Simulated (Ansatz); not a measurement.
Run report: C$_{2}$H$_{6}$FNOSi, phonon calculation

C$_{2}$H$_{6}$FNOSi, SMILES C[SiH2]OC(=N)F, computed with RKS B3LYP-D4/cc-pVDZ (Ansatz 0.2.0).

It belongs to a series of runs on one base structure; here: vibrations at the highest image of the band. Figures and captions count atoms from 1; the log counts them from 0 in places.

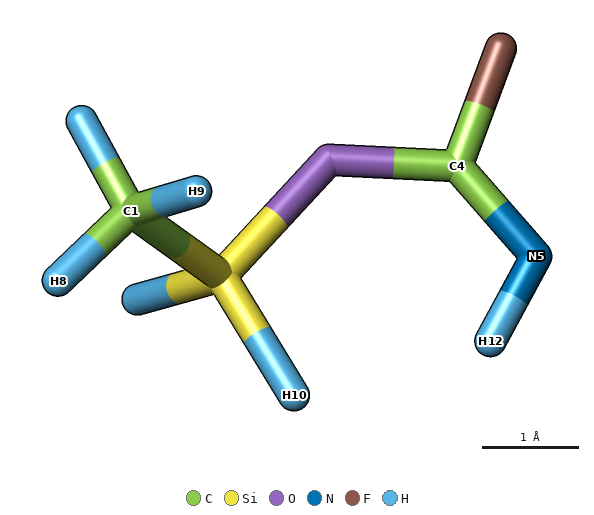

The input geometry (stick view, seen at a tilt; atoms are numbered from 1 in the order of the input).

### Input file
```yaml
crystal:
  periodic: [false, false, false]
  atoms:
    - { symbol: C, position_ang: [-0.556403, -1.636165, 1.039467] }
    - { symbol: Si, position_ang: [0.291927, -0.751575, -0.372692] }
    - { symbol: O, position_ang: [-0.599376, 0.692726, -0.673731] }
    - { symbol: C, position_ang: [-0.186143, 1.967545, -0.626722] }
    - { symbol: "N", position_ang: [0.94456, 2.500143, -0.477577] }
    - { symbol: F, position_ang: [-1.258008, 2.749813, -0.780534] }
    - { symbol: H, position_ang: [-1.604686, -1.856654, 0.78337] }
    - { symbol: H, position_ang: [-0.044304, -2.588198, 1.257082] }
    - { symbol: H, position_ang: [-0.541711, -1.016252, 1.950012] }
    - { symbol: H, position_ang: [1.702713, -0.38132, -0.041903] }
    - { symbol: H, position_ang: [0.251462, -1.52831, -1.643994] }
    - { symbol: H, position_ang: [1.676969, 1.79315, -0.378777] }
basis:
  gaussian: { orbitals: cc-pVDZ }
hamiltonian:
  xc: b3lyp
  dispersion: d4
phonons: {}
```

Machine: 2 threads of Intel Xeon (Sapphire Rapids), 16 GiB of memory available, shared host.

Command:
```bash
ansatz run input.yaml --threads 2 --pin off --max-ram 3072MiB --backend cpu --events-out ev --progress --plain --runs-dir out
```

### Log
```
Engine: ansatz 0.2.0, x86_64-unknown-linux-gnu
Functional definition: B3LYP
  parameter a0 = 0.2
  parameter ax = 0.72
  parameter ac = 0.81
  exchange = (1 - a0 - ax)*slater_x + ax*b88_x + a0*exact_x
  correlation = (1 - ac)*vwn_rpa_c + ac*lyp_c
1258 factors; integrals over basis functions are off by at most 5.4e-4 eV
mean field evaluation 1: about -16294.1620 eV, gradient 7.3e1 eV
mean field evaluation 2: about -16282.5093 eV, gradient 1.0e2 eV
mean field evaluation 4: about -16304.7472 eV, gradient 6.4e0 eV
mean field evaluation 8: about -16304.8783 eV, gradient 5.2e-1 eV
mean field evaluation 16: about -16304.8789 eV, gradient 2.9e-5 eV
mean field -16304.87893830 eV, -599.1932491385 hartree, gradient 7.1e-6 eV, S^2 0.000000; 0 other end points of the search recorded, 0 dependent functions left out
the calculation of the forces begins
reference -16304.87919062 eV, -599.1932584113 hartree; 28, 28 occupied and 90, 90 virtual orbitals, 1258 factors
these checks for a lower state are left out or cut short: stability, starts, cluster_reference, orbital_swaps, neighbouring_geometries, increment
1258 factors; integrals over basis functions are off by at most 5.4e-4 eV
mean field -16304.87877607 eV, -599.1932431766 hartree, gradient 1.8e-6 eV, S^2 0.000000; 0 other end points of the search recorded, 0 dependent functions left out
[... from here on the field's lines of each further geometry are left out, up to the last ...]
the calculation of the forces begins
reference -16304.87918712 eV, -599.1932582825 hartree; 28, 28 occupied and 90, 90 virtual orbitals, 1258 factors
these checks for a lower state are left out or cut short: stability, starts, cluster_reference, orbital_swaps, neighbouring_geometries, increment
1258 factors; integrals over basis functions are off by at most 5.4e-4 eV
mean field evaluation 448: about -16304.8789 eV, gradient 2.7e-6 eV
mean field -16304.87892571 eV, -599.1932486760 hartree, gradient 2.7e-6 eV, S^2 0.000000; 0 other end points of the search recorded, 0 dependent functions left out
the calculation of the forces begins
reference -16304.87917805 eV, -599.1932579491 hartree; 28, 28 occupied and 90, 90 virtual orbitals, 1258 factors
WARN: phonons: modes at or below zero, which the zero-point energy, F, S and C_V leave out: 1, the lowest at -52.27 cm⁻¹. A minimum has none, and a first-order saddle one
Total energy: -16305.26165689 eV, -599.2073137874 hartree
Atom 0 at    -0.556403    -1.636165     1.039467 Å, force    -0.000324     0.001813     0.004762 eV/Å
Atom 1 at     0.291927    -0.751575    -0.372692 Å, force    -0.001996     0.001593    -0.009733 eV/Å
Atom 2 at    -0.599376     0.692726    -0.673731 Å, force     0.011370    -0.013060     0.015562 eV/Å
Atom 3 at    -0.186143     1.967545    -0.626722 Å, force    -0.026197     0.003990    -0.008829 eV/Å
Atom 4 at     0.944560     2.500143    -0.477577 Å, force     0.015148     0.011895     0.001772 eV/Å
Atom 5 at    -1.258008     2.749813    -0.780534 Å, force     0.002283     0.005475    -0.004526 eV/Å
Atom 6 at    -1.604686    -1.856654     0.783370 Å, force    -0.001654     0.002149     0.000042 eV/Å
Atom 7 at    -0.044304    -2.588198     1.257082 Å, force    -0.000260    -0.002660    -0.000452 eV/Å
Atom 8 at    -0.541711    -1.016252     1.950012 Å, force     0.001695    -0.004020    -0.000220 eV/Å
Atom 9 at     1.702713    -0.381320    -0.041903 Å, force     0.000456     0.001343     0.002011 eV/Å
Atom 10 at     0.251462    -1.528310    -1.643994 Å, force     0.001359    -0.000826    -0.002282 eV/Å
Atom 11 at     1.676969     1.793150    -0.378777 Å, force    -0.001879    -0.007692     0.001893 eV/Å
Dipole moment:     0.129880    -0.876926     0.216997 e Å
Vibrations: -52.27 46.64 141.48 185.79 218.29 443.31 490.84 574.73 683.05 713.03 719.95 763.29 785.36 810.34 885.02 921.95 950.44 1006.32 1117.97 1274.10 1341.47 1425.12 1429.98 1783.74 2200.05 2229.66 3036.29 3120.95 3130.34 3510.76 cm⁻¹, zero-point energy 2.228012 eV
```

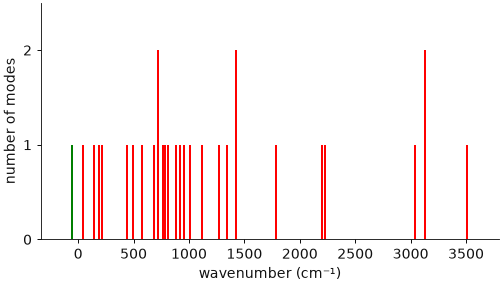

Harmonic vibrational wavenumbers from the force constants; neighbouring modes closer than 16 cm⁻¹ are counted in one stick, and imaginary ones are drawn at negative wavenumbers. 30 modes from 52i to 3511 cm⁻¹, 1 imaginary beyond 8i (52i cm⁻¹): not a clean minimum; so soft a mode can be a shallow saddle, an incomplete relaxation or noise of the force constants.

### Key numbers

```tsv
quantity	value
outcome	converged
total energy	−16305.2617 eV
mean-field energy	−16304.8792 eV
largest force (length of the vector)	0.028 eV/Å
wall time	2.3 min (CPU time 4.4 min)
peak memory	0.3 GiB
```
